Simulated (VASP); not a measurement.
Band structure of Li$_{2}$Se (space group Fm-3m). These are modified Becke-Johnson potential (mBJ), VASP's PBE PAW potentials (set 64) (plane waves; VASP) values and carry that method's errors.

mBJ is a potential without an energy functional, so only the levels count.

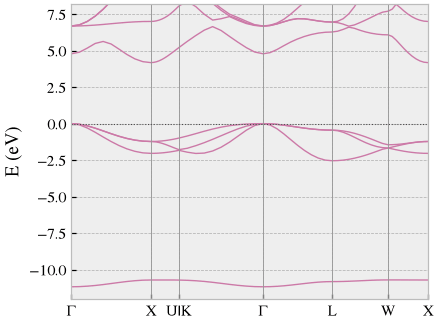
Figure. Bands along high-symmetry lines, zero at the valence-band maximum or, without a gap, the Fermi level

Question: Read the plot: is there a gap, and where are the band edges?

Answer: The gap is indirect, 4.18 eV, from the valence maximum at Γ to the conduction minimum at X.

The structure comes from a computed database's Li2Se entry (Fm-3m); how it stands against other phases isn't given here. It was relaxed first. The cell's shape comes from a PBE relaxation.
